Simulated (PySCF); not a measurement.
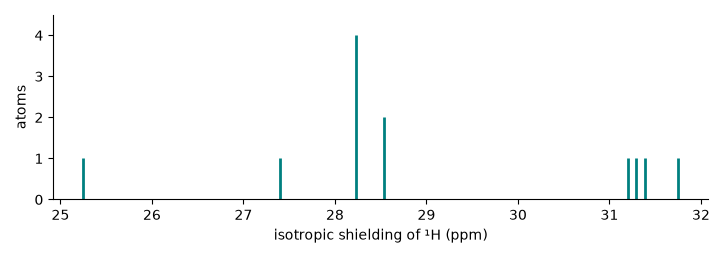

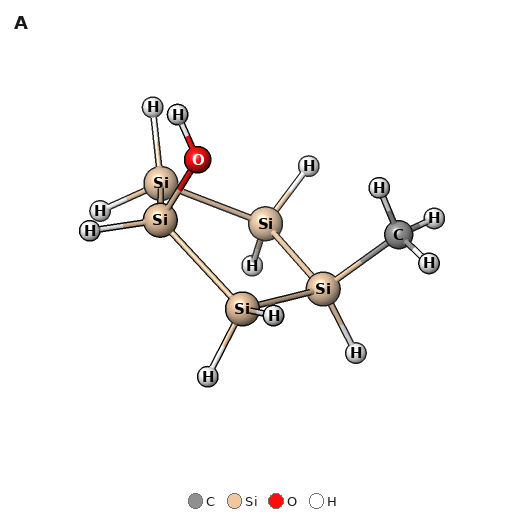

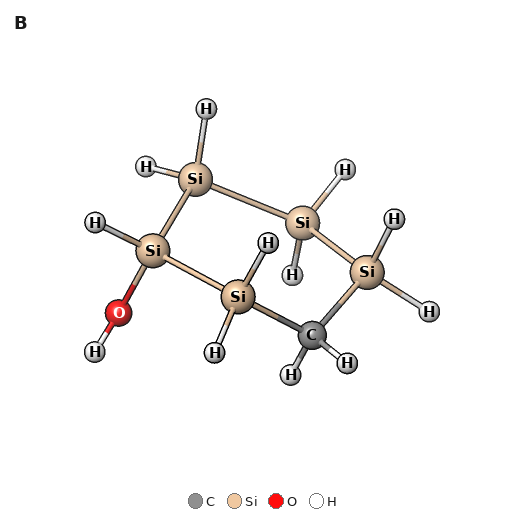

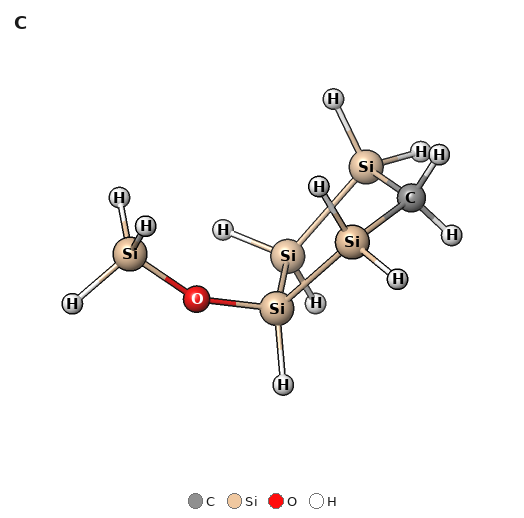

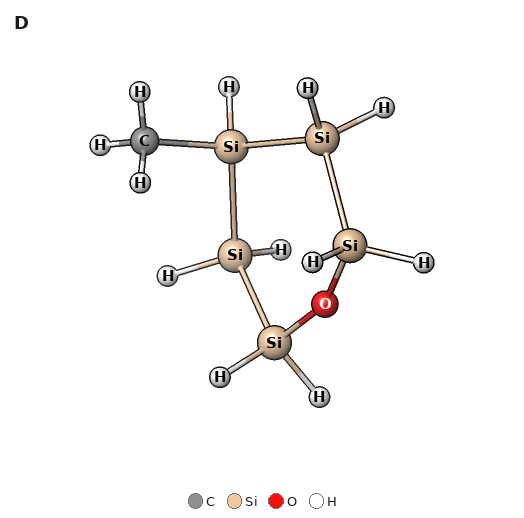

The sticks are computed shieldings of one of the molecules, for one fixed geometry (GFN2-xTB) without averaging over rotations. Low shielding means a high chemical shift. Method: GIAO PBE0/pcSseg-1 NMR shielding, non-relativistic, gas phase (PySCF 2.14.0).

Question: Match the spectrum to a structure.

Answer: A, `C[Si@@H]1[SiH2][SiH2][Si@H](O)[SiH2]1`. Its 12 H atoms give lines at 25.25, 27.40, 28.23 (4 atoms), 28.54 (2 atoms), 31.21, 31.29, 31.39, 31.75 ppm.

The geometry is semi-empirical. Around Si such bond lengths and angles can be off by a tenth of an ångström or more and by several degrees, and values that hang on the shape move with them.
